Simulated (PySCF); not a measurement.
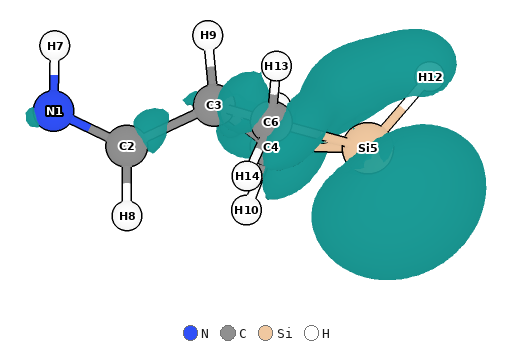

Figure. C₄H₈NSi (SMILES [H]/N=C\C1C[SiH]C1) (doublet). Isosurface of the spin density (α minus β) at +0.015 e/Å³ (teal), seen from one side.

Geometry: GFN2-xTB.

All numbers below come from PySCF, UKS B3LYP, pcH-1 on C H N Si, non-relativistic, mean-field spin-orbit, GIAO.

```xyz
14

N     2.6344   -0.0257   -0.4348
C     1.4160    0.1209   -0.6937
C     0.2400   -0.0718    0.2043
C    -0.7760   -1.0956   -0.3510
Si   -2.2130    0.0919    0.1093
C    -0.6493    1.1877    0.3100
H     2.8389   -0.3149    0.5226
H     1.1756    0.4295   -1.7095
H     0.5757   -0.3788    1.2002
H    -0.6312   -1.2626   -1.4176
H    -0.7348   -2.0661    0.1402
H    -2.8971   -0.2338    1.3678
H    -0.5213    1.7395    1.2395
H    -0.4586    1.8793   -0.5094
```

### Where is the unpaired spin?

The unpaired spin (1 electron) lies mostly on Si5 (about 0.8), in electrons by Hirshfeld's partition.
